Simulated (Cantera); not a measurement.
A closed system holds: 1 mol c-C4F8, 0.059 mol F2, equilibrated at 1.05 Torr.

Equilibrium computed with Cantera from the NASA thermochemical tables; the gas is ideal and each condensed phase is pure. Candidate condensed phases: C; 13 gas species. The feed counts by its element totals alone. Gases not in the tables: C2F6 and larger saturated fluorocarbons. Rates play no part.

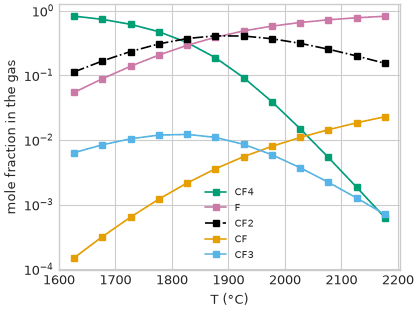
Fig. 1. Equilibrium gas composition (values under 1e-9 drawn at 1e-9)

From 1627 °C to 2177 °C the condensed part is C(graphite). The main C-bearing gas is CF4 at 1627 °C and CF2 at 2177 °C. The share of C in condensed phases is highest at 2177 °C (68.7 %) and lowest at 1877 °C (37.8 %).
